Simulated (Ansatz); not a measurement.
# Calculations on CH6AlSi

**1. Relaxation**

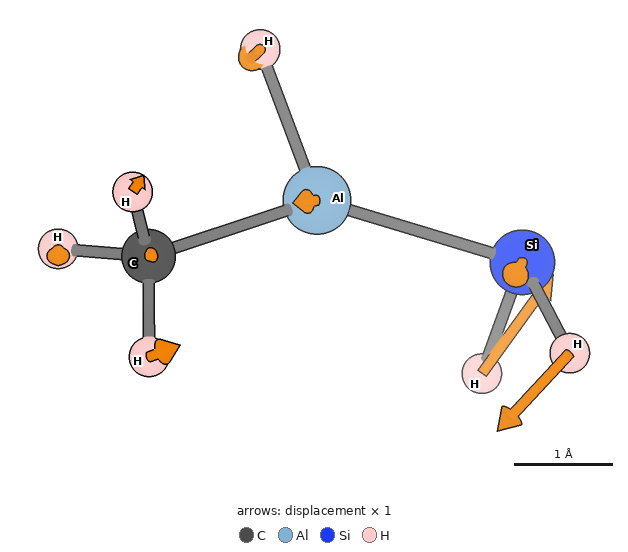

A relaxation of CH6AlSi (charge −1). The starting structure is drawn; orange arrows show the displacements, at their true length. The two geometries are superimposed by the best rigid fit.

A ball-and-stick model, seen at a tilt.

The run prepares an end point of a later path (torsion) calculation, from a guessed geometry.

Method: RKS PBE-D4/def2-SVP in Ansatz. Settings: no spin polarisation; force threshold 0.015 eV/Å; at most 40 steps.

**Atoms of which element are displaced furthest, and by how much?**

Hydrogen: up to 1.26 Å, against 0.63 Å for silicon.

**Describe the change and its energy.**

The largest move after the best rigid fit is that of an H atom, 1.26 Å. Largest moves by element: H 1.26 Å, Si 0.63 Å, Al 0.34 Å, C 0.14 Å. Some distances before and after: Al–C 2.102 → 2.025 Å, Al–Si 2.344 → 2.385 Å, Al–H 1.671 → 1.653 Å, C–H 1.102 → 1.115 Å. Bond angles that change, for instance: C–Al–Si 147.0° → 124.3°, C–Al–H 92.9° → 107.7°, H–Si–H 95.2° → 100.1°. The energy falls by 51.5 kJ/mol in 20 geometry steps. Largest force component: 1.4 eV/Å at the start, 0.012 eV/Å at the end.

Limits of the set-up: the basis has no diffuse functions, which an anion needs.

**2. Relaxation**

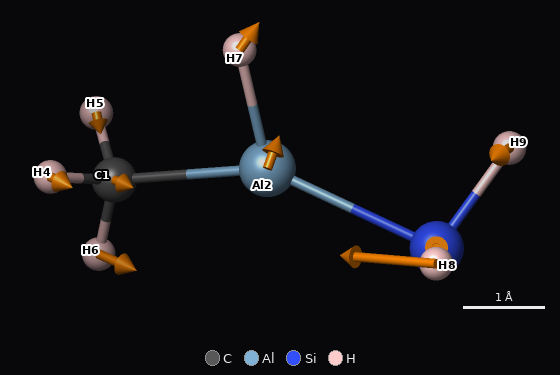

A relaxation of CH6AlSi (charge −1). The starting structure is drawn; orange arrows show the displacements, at their true length. The two geometries are superimposed by the best rigid fit.

A ball-and-stick model, seen at a tilt.

The run prepares an end point of a later path (torsion) calculation, from a guessed geometry.

The calculation used Ansatz, RKS PBE-D4/def2-SVP. Set-up: no spin polarisation; force threshold 0.015 eV/Å; at most 40 steps.

Question: Atoms of which element are displaced furthest, and by how much?

Answer: Hydrogen: up to 1.46 Å, against 0.45 Å for aluminium.

Question: What did the optimiser do to the structure, and how much energy did it gain?

Answer: Over 15 accepted moves (16 points after the start) the energy falls by 65.0 kJ/mol. Largest force component: 1.6 eV/Å at the start, 0.008 eV/Å at the end. The line search rejected the trial step at point 15 of the run. The largest move after the best rigid fit is that of an H atom, 1.46 Å. By element the largest moves are H 1.46 Å, Al 0.45 Å, Si 0.42 Å, C 0.32 Å. Among the contacts that change: Al–H 3.022 → 1.990 Å, H–Si 1.539 → 1.647 Å, Al–C 2.102 → 2.025 Å, Al–Si 2.344 → 2.394 Å. Among the angles between lasting bonds that change: Al–Si–H 100.1° → 55.4°, C–Al–Si 147.0° → 122.2°, C–Al–H 92.9° → 107.2°. Groups turn about Al–Si by about 35°. The run took about 40 core-seconds on a shared host.

Limits of the set-up: the basis has no diffuse functions, which an anion needs.

**3. Path**

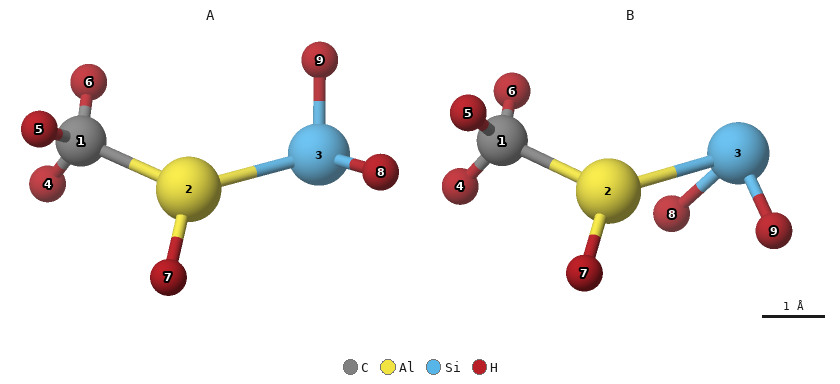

The two relaxed end points of a path for CH6AlSi (charge −1). The picture is a ball-and-stick view, seen at a tilt.

These are results of RKS PBE-D4/def2-SVP (Ansatz), not measurements.

The input:
```yaml
crystal:
  periodic: [false, false, false]
  atoms:
    - { symbol: C, position_ang: [-0.81992, 1.2578, -0.728039] }
    - { symbol: Al, position_ang: [0.492946, -0.257774, -0.445979] }
    - { symbol: Si, position_ang: [0.98414, -1.23584, 1.67317] }
    - { symbol: H, position_ang: [-0.294758, 2.234009, -0.845872] }
    - { symbol: H, position_ang: [-1.411056, 1.110442, -1.661735] }
    - { symbol: H, position_ang: [-1.542985, 1.365128, 0.109278] }
    - { symbol: H, position_ang: [1.534768, -0.265525, -1.729185] }
    - { symbol: H, position_ang: [1.459044, -2.666635, 1.349642] }
    - { symbol: H, position_ang: [-0.402189, -1.541584, 2.27871] }
total_charge: -1
basis:
  gaussian: { orbitals: def2-SVP }
hamiltonian:
  xc: pbe
  dispersion: d4
neb:
  order_check: false
  images: 5
  f_tol: 0.03
  max_iterations: 60
  initial_path: idpp
  final_atoms:
    - { symbol: C, position_ang: [-0.70026824, 1.24421588, -0.65719507] }
    - { symbol: Al, position_ang: [0.16046846, -0.55234471, -0.29584467] }
    - { symbol: Si, position_ang: [-0.09044874, -1.69098664, 1.79491358] }
    - { symbol: H, position_ang: [0.04954769, 2.04513956, -0.85053186] }
    - { symbol: H, position_ang: [-1.34118959, 1.19456319, -1.56828405] }
    - { symbol: H, position_ang: [-1.35066791, 1.58202436, 0.17913139] }
    - { symbol: H, position_ang: [1.28628178, -0.80293865, -1.48213308] }
    - { symbol: H, position_ang: [0.90376999, -0.40255688, 1.54449501] }
    - { symbol: H, position_ang: [1.08249656, -2.61709511, 1.33543873] }
```

Launched with:
```bash
ansatz run input.yaml --threads 1 --pin off --max-ram 2048MiB --backend cpu --events-out ev --progress --plain --runs-dir out
```

Q: Predict the minimum-energy path and its barrier.

A: The energy climbs by 25.7 kJ/mol to image 3 and then falls by 18.7 kJ/mol, so the end point sits at +7.0 kJ/mol. The motion is a rotation about the Al2–Si3 bond by about 140°. No bond forms or breaks between the ends. Among the angles between lasting bonds that change up to the highest image: Al2–Si3–H8 104.9° → 82.6°, Al2–Si3–H9 104.2° → 82.7°. The band is converged. At the top, the vibrational analysis gives one imaginary mode (183i cm⁻¹), as a transition state must have.

Energies of the converged images:

```tsv
image	path (Å)	E (kJ/mol)
0	0.00	0.0
1	1.04	9.7
2	2.08	15.3
3	3.11	25.7
4	3.72	22.1
5	4.33	12.2
6	4.94	7.0
```

The geometry at the top of the path:

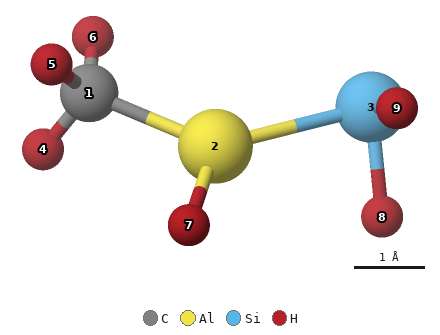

Limits of the set-up: the basis has no diffuse functions, which an anion needs.

The run took of the order of 3 core-minutes on a shared host.
